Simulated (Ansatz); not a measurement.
# CH₅ClO₂Si₂: geometry relaxation (part 2 of 2)

CH₅ClO₂Si₂, SMILES [SiH3]O[Si]1(Cl)CO1; RKS PBE0-D4/def2-TZVP (Ansatz 0.2.0). The geometry: PBE-D4/def2-SVP start.

Geometry of the input (Å):
```
Si 0.2297  0.0076  -2.2639
O  -0.4727  -0.1220  -0.7340
Si -0.4018  0.3883  0.8246
Cl -1.3803  2.1884  0.9952
C  -0.0532  -0.6828  2.2418
O  1.0338  0.2235  1.6757
H  0.1484  1.4313  -2.7369
H  -0.5416  -0.8880  -3.1852
H  1.6650  -0.4309  -2.1965
H  0.1808  -1.7596  2.1237
H  -0.3425  -0.4131  3.2761
```

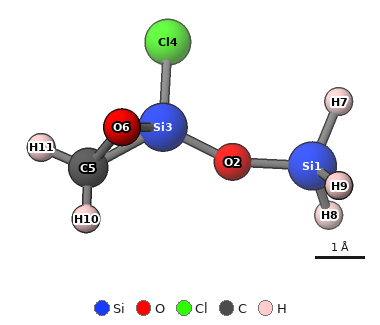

Fig. 1: The geometry at step 16 of the log (ball-and-stick view, seen at a tilt; atoms are numbered from 1 in the order of the input).

### Trajectory as extended XYZ, continued
```
11
Properties=species:S:1:pos:R:3:forces:R:3 step=6 energy=-33480.69658
Si    0.2307    0.0109   -2.2432    0.0059   0.0049   0.0131
O    -0.3544   -0.0908   -0.7065    0.0209   0.0058  -0.0320
Si   -0.3505    0.3900    0.8196   -0.0049  -0.0362   0.0180
Cl   -1.3609    2.1388    0.9645    0.0085   0.0006   0.0030
C    -0.0849   -0.6867    2.2169   -0.0051   0.0077   0.0058
O     1.0066    0.2379    1.7092    0.0012   0.0173   0.0099
H     0.1263    1.4111   -2.7225   -0.0035  -0.0051   0.0044
H    -0.5878   -0.8838   -3.0921   -0.0101  -0.0054  -0.0003
H     1.6486   -0.4231   -2.2556   -0.0064   0.0027  -0.0043
H     0.1892   -1.7334    2.1045   -0.0072   0.0093  -0.0083
H    -0.3974   -0.4280    3.2259    0.0006  -0.0015  -0.0094
11
Properties=species:S:1:pos:R:3:forces:R:3 step=7 energy=-33480.69766
Si    0.2382    0.0120   -2.2555   -0.0522   0.0060  -0.0014
O    -0.3002   -0.0793   -0.7027    0.0292  -0.0035   0.0529
Si   -0.3356    0.3898    0.8271    0.0167   0.0232  -0.0525
Cl   -1.3566    2.1338    0.9622   -0.0053  -0.0065  -0.0074
C    -0.0937   -0.6901    2.2251    0.0070   0.0228   0.0100
O     1.0008    0.2511    1.7496   -0.0247  -0.0422   0.0047
H     0.1114    1.4088   -2.7391    0.0154  -0.0041   0.0009
H    -0.6128   -0.8869   -3.0702    0.0223   0.0017   0.0029
H     1.6552   -0.4224   -2.3135   -0.0183   0.0065   0.0049
H     0.1913   -1.7334    2.1099    0.0100   0.0056   0.0043
H    -0.4327   -0.4406    3.2279   -0.0001  -0.0094  -0.0192
11
Properties=species:S:1:pos:R:3:forces:R:3 step=9 energy=-33480.69837
Si    0.2380    0.0155   -2.2658   -0.0245  -0.0017   0.0066
O    -0.2422   -0.0646   -0.6942    0.0277  -0.0240  -0.0299
Si   -0.3107    0.3956    0.8342   -0.0102  -0.0078   0.0145
Cl   -1.3513    2.1295    0.9528    0.0147   0.0030   0.0036
C    -0.1041   -0.6935    2.2309    0.0144  -0.0094   0.0088
O     1.0016    0.2495    1.7902   -0.0259   0.0315  -0.0204
H     0.0881    1.4053   -2.7619    0.0159   0.0041   0.0134
H    -0.6295   -0.8935   -3.0521    0.0142  -0.0023   0.0253
H     1.6542   -0.4144   -2.3590   -0.0134   0.0120  -0.0095
H     0.1926   -1.7338    2.1196   -0.0195  -0.0090  -0.0018
H    -0.4712   -0.4529    3.2260    0.0066   0.0036  -0.0105
11
Properties=species:S:1:pos:R:3:forces:R:3 step=10 energy=-33480.69883
Si    0.2385    0.0157   -2.2658   -0.0221   0.0051   0.0006
O    -0.2398   -0.0687   -0.6948    0.0165  -0.0282  -0.0018
Si   -0.3136    0.3926    0.8327   -0.0058   0.0251   0.0110
Cl   -1.3468    2.1309    0.9493   -0.0009  -0.0017  -0.0024
C    -0.1035   -0.6941    2.2309   -0.0093   0.0123   0.0078
O     0.9981    0.2531    1.7889    0.0022  -0.0188   0.0016
H     0.0884    1.4077   -2.7556    0.0055  -0.0018   0.0015
H    -0.6305   -0.8965   -3.0454    0.0127   0.0030  -0.0006
H     1.6552   -0.4101   -2.3646   -0.0064   0.0040  -0.0063
H     0.1897   -1.7355    2.1197    0.0077   0.0010  -0.0041
H    -0.4702   -0.4524    3.2255   -0.0001   0.0001  -0.0074
11
Properties=species:S:1:pos:R:3:forces:R:3 step=11 energy=-33480.69908
Si    0.2383    0.0164   -2.2676   -0.0136   0.0098  -0.0052
O    -0.2298   -0.0714   -0.6942    0.0102  -0.0276   0.0064
Si   -0.3093    0.3909    0.8326   -0.0045   0.0157   0.0090
Cl   -1.3426    2.1288    0.9476   -0.0054   0.0089  -0.0079
C    -0.1058   -0.6940    2.2328   -0.0074   0.0014   0.0004
O     0.9988    0.2507    1.7934    0.0082  -0.0132   0.0050
H     0.0815    1.4086   -2.7545    0.0029  -0.0011  -0.0002
H    -0.6310   -0.8980   -3.0439    0.0065   0.0012  -0.0024
H     1.6555   -0.4045   -2.3752   -0.0017   0.0026  -0.0060
H     0.1870   -1.7360    2.1251    0.0041   0.0052  -0.0012
H    -0.4771   -0.4489    3.2247    0.0007  -0.0028   0.0020
11
Properties=species:S:1:pos:R:3:forces:R:3 step=12 energy=-33480.70041
Si    0.2387    0.0220   -2.2813    0.0225   0.0278   0.0117
O    -0.1496   -0.0837   -0.6871    0.0082  -0.0242  -0.0051
Si   -0.2784    0.3813    0.8353    0.0245  -0.0136   0.0003
Cl   -1.3134    2.1184    0.9252   -0.0172   0.0371  -0.0274
C    -0.1230   -0.6960    2.2471    0.0016  -0.0248  -0.0089
O     0.9994    0.2398    1.8360    0.0014   0.0038  -0.0014
H     0.0321    1.4134   -2.7538   -0.0045  -0.0127   0.0090
H    -0.6423   -0.9078   -3.0242   -0.0085  -0.0038  -0.0014
H     1.6592   -0.3674   -2.4580   -0.0229   0.0064   0.0056
H     0.1705   -1.7402    2.1593   -0.0124   0.0248   0.0063
H    -0.5278   -0.4371    3.2224    0.0072  -0.0208   0.0113
11
Properties=species:S:1:pos:R:3:forces:R:3 step=14 energy=-33480.70144
Si    0.2385    0.0240   -2.2835    0.0200   0.0298   0.0055
O    -0.1203   -0.0920   -0.6838    0.0040  -0.0418   0.0048
Si   -0.2681    0.3769    0.8353    0.0323  -0.0102  -0.0037
Cl   -1.3013    2.1152    0.9039   -0.0293   0.0525  -0.0194
C    -0.1283   -0.6965    2.2515   -0.0045  -0.0142   0.0011
O     0.9981    0.2388    1.8507    0.0055  -0.0027  -0.0001
H     0.0142    1.4163   -2.7439   -0.0043  -0.0073   0.0017
H    -0.6480   -0.9082   -3.0169   -0.0078  -0.0037  -0.0018
H     1.6582   -0.3547   -2.4836   -0.0143   0.0040  -0.0009
H     0.1653   -1.7408    2.1685   -0.0052   0.0143   0.0052
H    -0.5427   -0.4362    3.2224    0.0035  -0.0206   0.0076
11
Properties=species:S:1:pos:R:3:forces:R:3 step=15 energy=-33480.70249
Si    0.2396    0.0306   -2.2965    0.0631   0.0343   0.1141
O    -0.0305   -0.1101   -0.6763    0.0169  -0.0020  -0.0892
Si   -0.2347    0.3653    0.8355    0.0888  -0.0567   0.0245
Cl   -1.2660    2.1063    0.8725   -0.0278   0.0501  -0.0427
C    -0.1462   -0.6989    2.2652   -0.0217   0.0034  -0.0028
O     0.9971    0.2286    1.8949   -0.0382  -0.0029  -0.0241
H    -0.0429    1.4227   -2.7340    0.0040  -0.0572   0.0256
H    -0.6604   -0.9195   -2.9903   -0.0014   0.0034  -0.0020
H     1.6609   -0.3122   -2.5715   -0.1033   0.0254   0.0205
H     0.1460   -1.7459    2.2040   -0.0159   0.0492   0.0088
H    -0.5974   -0.4240    3.2174    0.0354  -0.0470  -0.0328
11
Properties=species:S:1:pos:R:3:forces:R:3 step=16 energy=-33480.70583
Si    0.2385    0.0340   -2.2946    0.0359   0.0380   0.1312
O     0.0340   -0.1305   -0.6658    0.0325  -0.0382  -0.1099
Si   -0.2099    0.3586    0.8365    0.0820  -0.0160   0.0080
Cl   -1.2376    2.1042    0.8030   -0.0105   0.0207   0.0108
C    -0.1581   -0.6999    2.2728   -0.0349   0.0661   0.0278
O     0.9935    0.2291    1.9300   -0.0736  -0.0090  -0.0605
H    -0.0844    1.4269   -2.7011    0.0171  -0.0582   0.0206
H    -0.6740   -0.9184   -2.9722    0.0201   0.0089   0.0180
H     1.6543   -0.2832   -2.6221   -0.1037   0.0224   0.0163
H     0.1345   -1.7453    2.2146    0.0141  -0.0135  -0.0014
H    -0.6254   -0.4328    3.2196    0.0208  -0.0212  -0.0609
11
Properties=species:S:1:pos:R:3:forces:R:3 step=17 energy=-33480.70971
Si    0.2364    0.0378   -2.2837    0.0059  -0.0064  -0.0460
O     0.0978   -0.1696   -0.6576    0.0356  -0.0056  -0.0456
Si   -0.1808    0.3493    0.8270   -0.0832  -0.0123   0.0623
Cl   -1.2121    2.0926    0.7524    0.0056   0.0059  -0.0141
C    -0.1680   -0.6968    2.2713   -0.0455  -0.0131   0.0039
O     0.9865    0.2348    1.9537    0.0771   0.0153   0.0197
H    -0.1121    1.4318   -2.6524   -0.0062  -0.0031   0.0207
H    -0.6871   -0.9119   -2.9480   -0.0013   0.0046   0.0022
H     1.6359   -0.2562   -2.6713   -0.0010   0.0026   0.0004
H     0.1335   -1.7413    2.2286    0.0006   0.0115   0.0014
H    -0.6645   -0.4276    3.2006    0.0123   0.0004  -0.0049
11
Properties=species:S:1:pos:R:3:forces:R:3 step=19 energy=-33480.71145
Si    0.2345    0.0442   -2.2824    0.0366   0.0105   0.0398
O     0.1989   -0.2069   -0.6519    0.0043   0.0172  -0.0144
Si   -0.1400    0.3281    0.8198   -0.0142  -0.0243  -0.0200
Cl   -1.1687    2.0700    0.6737    0.0186   0.0021   0.0122
C    -0.1884   -0.6925    2.2819   -0.0017  -0.0255  -0.0246
O     0.9893    0.2213    1.9878   -0.0178   0.0104  -0.0222
H    -0.1768    1.4387   -2.5824    0.0035  -0.0350  -0.0023
H    -0.6933   -0.9172   -2.9240   -0.0109   0.0082   0.0121
H     1.6191   -0.1977   -2.7558   -0.0288   0.0126   0.0165
H     0.1016   -1.7411    2.2631    0.0062   0.0176   0.0126
H    -0.7108   -0.4040    3.1908    0.0041   0.0061  -0.0097
11
Properties=species:S:1:pos:R:3:forces:R:3 step=20 energy=-33480.71188
Si    0.2365    0.0436   -2.2815   -0.0043   0.0032   0.0135
O     0.1966   -0.2070   -0.6521    0.0038   0.0203  -0.0178
Si   -0.1440    0.3270    0.8186    0.0027  -0.0049  -0.0009
Cl   -1.1651    2.0735    0.6783    0.0030  -0.0047   0.0015
C    -0.1880   -0.6948    2.2797    0.0022  -0.0115  -0.0073
O     0.9857    0.2239    1.9857   -0.0070   0.0002  -0.0038
H    -0.1757    1.4347   -2.5904    0.0081  -0.0055   0.0113
H    -0.6981   -0.9131   -2.9199    0.0096  -0.0088   0.0007
H     1.6218   -0.1974   -2.7501   -0.0172  -0.0020   0.0046
H     0.1086   -1.7414    2.2652   -0.0046   0.0104   0.0006
H    -0.7127   -0.4064    3.1872    0.0037   0.0033  -0.0025
11
Properties=species:S:1:pos:R:3:forces:R:3 step=21 energy=-33480.71206
Si    0.2367    0.0435   -2.2829    0.0073   0.0092  -0.0099
O     0.2185   -0.1812   -0.6518    0.0008  -0.0178   0.0281
Si   -0.1358    0.3344    0.8209   -0.0098   0.0274   0.0132
Cl   -1.1587    2.0819    0.6910    0.0135  -0.0184   0.0003
C    -0.1931   -0.6981    2.2739    0.0012   0.0001   0.0023
O     0.9857    0.2187    1.9944   -0.0043  -0.0001  -0.0048
H    -0.1888    1.4273   -2.6016   -0.0033   0.0072  -0.0100
H    -0.6935   -0.9321   -2.8974   -0.0084  -0.0074  -0.0062
H     1.6175   -0.1943   -2.7623    0.0039   0.0005  -0.0059
H     0.0993   -1.7455    2.2569    0.0029   0.0011  -0.0039
H    -0.7223   -0.4118    3.1795   -0.0038  -0.0020  -0.0031
11
Properties=species:S:1:pos:R:3:forces:R:3 step=22 energy=-33480.71215
Si    0.2362    0.0440   -2.2816    0.0025  -0.0033  -0.0063
O     0.2218   -0.1850   -0.6501    0.0026  -0.0057   0.0003
Si   -0.1345    0.3340    0.8212   -0.0008   0.0086   0.0036
Cl   -1.1546    2.0815    0.6863    0.0013  -0.0024   0.0011
C    -0.1937   -0.6981    2.2744   -0.0005   0.0009  -0.0005
O     0.9847    0.2200    1.9970   -0.0018  -0.0005   0.0014
H    -0.1909    1.4279   -2.5991   -0.0030   0.0019  -0.0009
H    -0.6938   -0.9321   -2.8969   -0.0052   0.0001   0.0011
H     1.6156   -0.1919   -2.7664    0.0046   0.0016   0.0015
H     0.1005   -1.7450    2.2575   -0.0003   0.0000  -0.0021
H    -0.7259   -0.4126    3.1784    0.0006  -0.0011   0.0008
11
Properties=species:S:1:pos:R:3:forces:R:3 step=24 energy=-33480.71221
Si    0.2364    0.0431   -2.2808   -0.0032  -0.0006   0.0010
O     0.2395   -0.1763   -0.6476    0.0005   0.0006  -0.0025
Si   -0.1267    0.3392    0.8228   -0.0021  -0.0024  -0.0005
Cl   -1.1428    2.0885    0.6868    0.0001   0.0018  -0.0002
C    -0.1982   -0.6993    2.2708   -0.0022   0.0018  -0.0006
O     0.9837    0.2180    2.0059    0.0022  -0.0001   0.0005
H    -0.2066    1.4213   -2.6023    0.0005  -0.0006   0.0001
H    -0.6923   -0.9438   -2.8815    0.0027   0.0012   0.0020
H     1.6138   -0.1832   -2.7761   -0.0002   0.0002   0.0004
H     0.0940   -1.7466    2.2494    0.0013  -0.0022   0.0010
H    -0.7354   -0.4182    3.1733    0.0005   0.0001  -0.0012
11
Properties=species:S:1:pos:R:3:forces:R:3 step=25 energy=-33480.71222
Si    0.2362    0.0431   -2.2807   -0.0001  -0.0012   0.0006
O     0.2444   -0.1726   -0.6472   -0.0011   0.0003  -0.0009
Si   -0.1248    0.3406    0.8232    0.0005  -0.0006  -0.0001
Cl   -1.1392    2.0910    0.6881   -0.0003   0.0006  -0.0002
C    -0.1996   -0.6999    2.2697   -0.0003   0.0019   0.0009
O     0.9834    0.2169    2.0081    0.0007  -0.0004  -0.0001
H    -0.2110    1.4194   -2.6045   -0.0007  -0.0008   0.0005
H    -0.6911   -0.9480   -2.8765    0.0013   0.0016   0.0005
H     1.6130   -0.1807   -2.7787   -0.0001   0.0002  -0.0004
H     0.0922   -1.7474    2.2476    0.0001  -0.0014   0.0001
H    -0.7381   -0.4196    3.1716   -0.0002  -0.0001  -0.0008
```

### Results in brief

- outcome: converged
- total energy: −33480.7123 eV
- mean-field energy: −33480.4490 eV
- dispersion energy: −0.2633 eV
- SCF solution under orbital rotations: stable
- largest force (length of the vector) at the end: 0.002 eV/Å
- dipole moment: 2.02 D
- hardware: 4 threads of Arm Neoverse V2, 23 GiB of memory available, shared host
- wall time: 1.9 min (CPU time 7.3 min)
- peak memory: 0.76 GiB
